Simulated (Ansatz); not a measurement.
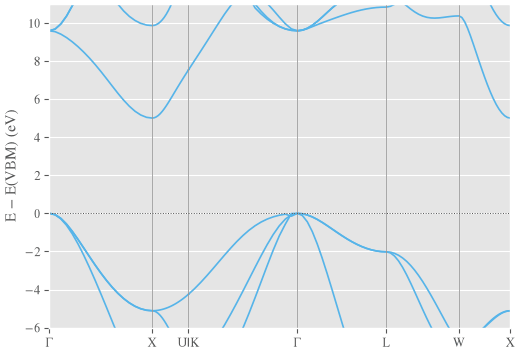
Figure. Band structure from the program Ansatz at the r²SCAN level (PAW)

Problem. Read off the gap and where the band edges lie.

Solution. About 5.0 eV (5.00 eV by a search for the band edges); maximum at Γ, minimum at X.

The material is BN (zinc blende, F-43m).

The cell was relaxed with r²SCAN under the symmetry of its start.

Potentials: the later of the program's two PAW sets.
